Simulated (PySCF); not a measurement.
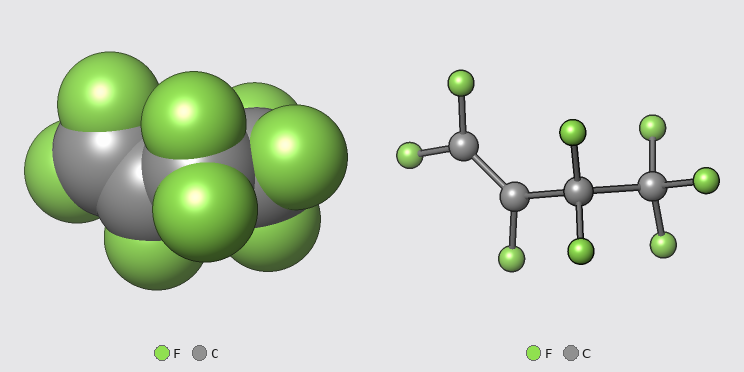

Both panels show the same species.

The geometry was computed by an optimisation with PBE0-D3(BJ)/def2-SVP. No frequency run is at hand to confirm it as a minimum.

Count the atoms of each element.

Answer. C4F8, 12 atoms: 4 carbon and 8 fluorine.

How many bonds of each kind are drawn?

Answer. 8 C–F, 3 C–C.

Write the SMILES.

Answer. FC(F)=C(F)C(F)(F)C(F)(F)F

More results for the same structure follow; atom numbers are the same in all pictures, views and colours differ.

## Symmetry

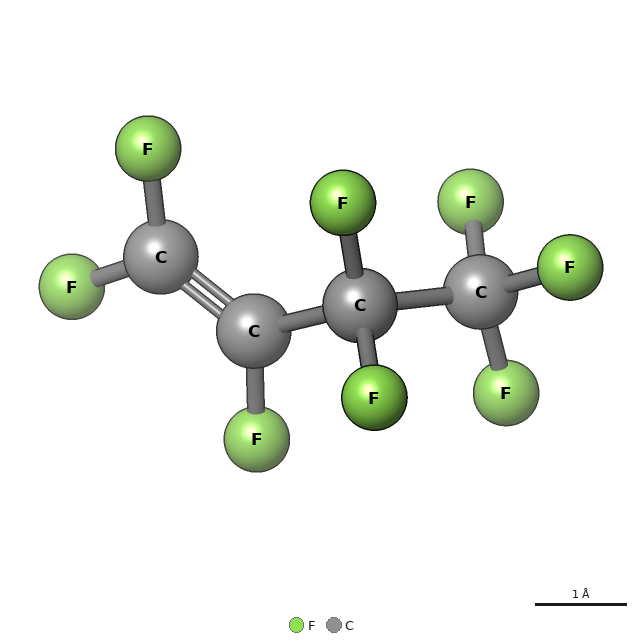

Atoms fade into the background with distance from the viewer. No frequency run is at hand to confirm it as a minimum. Masses are those of the most abundant isotopes; constants are for the rigid equilibrium geometry.

What kind of rotor is it, and what are its rotational constants in GHz?

Answer. An asymmetric top (C1): A = 1.50, B = 0.678, C = 0.628 GHz. Ray's parameter κ is −0.89, close to the prolate limit.

## Spin–spin coupling

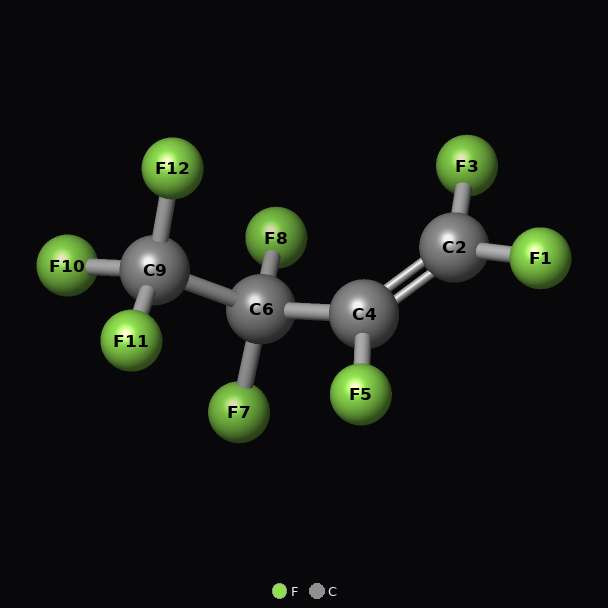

No frequency run is at hand to confirm it as a minimum. Level of theory: B3LYP/pcJ-1 indirect spin-spin coupling, non-relativistic, gas phase (PySCF 2.14.0). Isotopes: 13C, 19F.

Give the spin–spin coupling constants of these pairs, with the number of bonds between them: C9/F11, F1/F3, F3/C4, F10/F11, C2/F8, C4/F12, C4/F10, F5/F7, F8/F11.

| pair | bonds apart | J (Hz) |
| --- | --- | --- |
| C9, F11 | 1 | −357.5 |
| F1, F3 | 2 | −56.9 |
| F3, C4 | 2 | 39.9 |
| F10, F11 | 2 | 55.7 |
| C2, F8 | 3 | −2.1 |
| C4, F12 | 3 | −1.7 |
| C4, F10 | 3 | 1.8 |
| F5, F7 | 3 | −27.9 |
| F8, F11 | 3 | 15.5 |

Density functionals are unreliable for couplings to fluorine, so those rows may be far off.

## Levels of theory compared

No frequency run is at hand to confirm it as a minimum. Program: PySCF 2.14.0.

Compare dipole (D), HOMO energy (eV), HOMO–LUMO gap (eV) at these levels: B3LYP/pcJ-1; KT3/pcSseg-2; PBE0/def2-SVPD; PBE0/pcSseg-1.

```
         level  dipole (D)  HOMO energy (eV)  HOMO–LUMO gap (eV)
   B3LYP/pcJ-1        1.06             −8.09                7.14
  KT3/pcSseg-2        1.10             −6.98                5.33
PBE0/def2-SVPD        1.07             −8.45                7.60
 PBE0/pcSseg-1        1.07             −8.31                7.63
```

## Charges

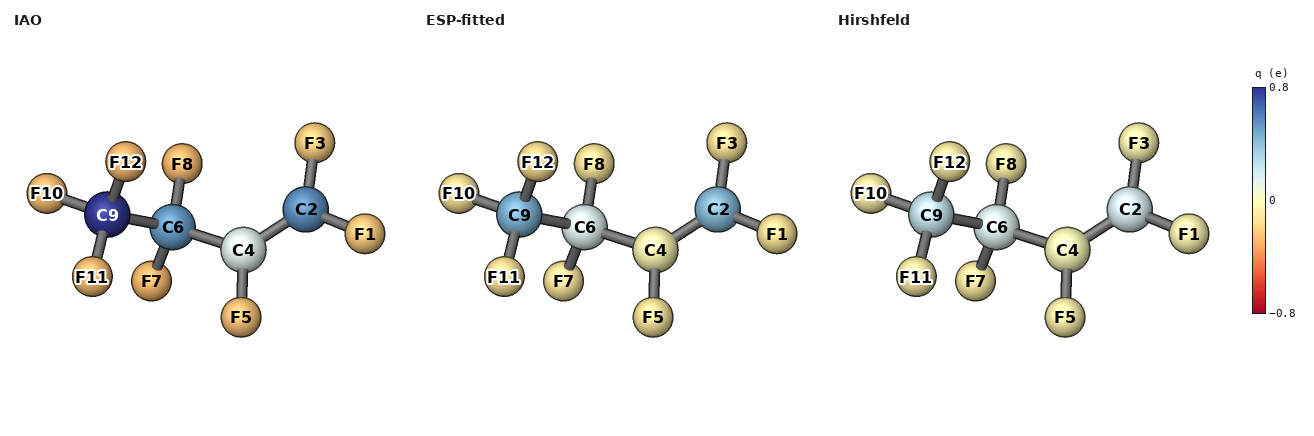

Atomic charges of one calculation by 3 schemes, on one colour scale. No frequency run is at hand to confirm it as a minimum. Computed with PBE0/pcSseg-1 (PySCF 2.14.0).

Which scheme gives the most polar picture (largest mean size of the charges)?

Answer. The IAO charges are the largest in size here, and the Hirshfeld charges the smallest.

On which atom do the schemes disagree most?

Answer. On C9 (from 0.23 to 0.79 e).

List the charges (e), one line for each set of equivalent atoms.

```tsv
atom	IAO	ESP-fitted	Hirshfeld
F1	−0.21	−0.12	−0.04
C2	0.55	0.42	0.17
F3	−0.21	−0.12	−0.04
C4	0.12	−0.04	0.00
F5	−0.24	−0.11	−0.07
C6	0.52	0.15	0.15
F7	−0.27	−0.10	−0.08
F8	−0.27	−0.12	−0.07
C9	0.79	0.45	0.23
F10	−0.26	−0.13	−0.08
F11	−0.26	−0.13	−0.08
F12	−0.27	−0.16	−0.08
```
